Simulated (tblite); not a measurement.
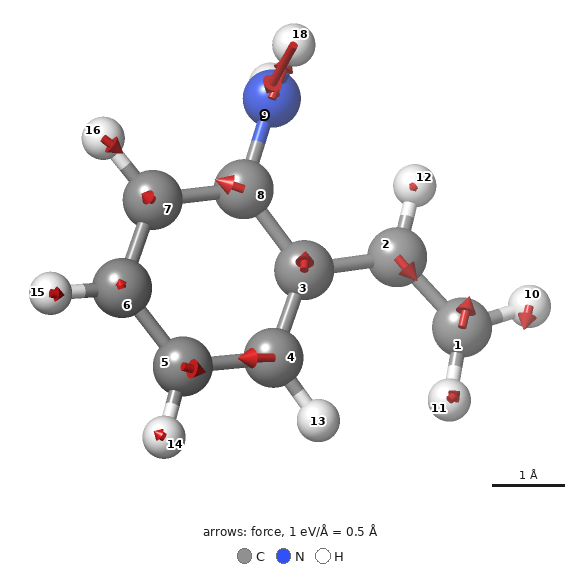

Starting geometry of C8H9N with the computed forces as red arrows. A ball-and-stick model, seen at a tilt.

Level of theory: GFN2-xTB geometry optimisation, gas phase in tblite 0.8.0. 

Is this structure relaxed? If not, where do the atoms go?

Answer. It isn't relaxed: the largest force vector, on an H atom, is 2.22 eV/Å. The final displacements follow the starting forces only in part (cosine between the two patterns 0.41). The energy falls by 74.7 kJ/mol in 121 geometry steps. An H atom moves most after the best rigid fit: 1.30 Å. Largest moves by element: H 1.30 Å, C 0.28 Å, N 0.08 Å. Some distances before and after: H–N 1.057 → 1.006 Å, C–N 1.413 → 1.383 Å, C–H 1.103 → 1.081 Å, C–C 1.399 → 1.381 Å. Bond angles that change, for instance: C–C–H 115.0° → 121.7°, H–N–H 120.6° → 114.1°, H–C–H 122.0° → 116.2°. Groups turn about C–C by about 30°. The run took 1.3 s on 1 thread of Arm Neoverse N1 (shared host).
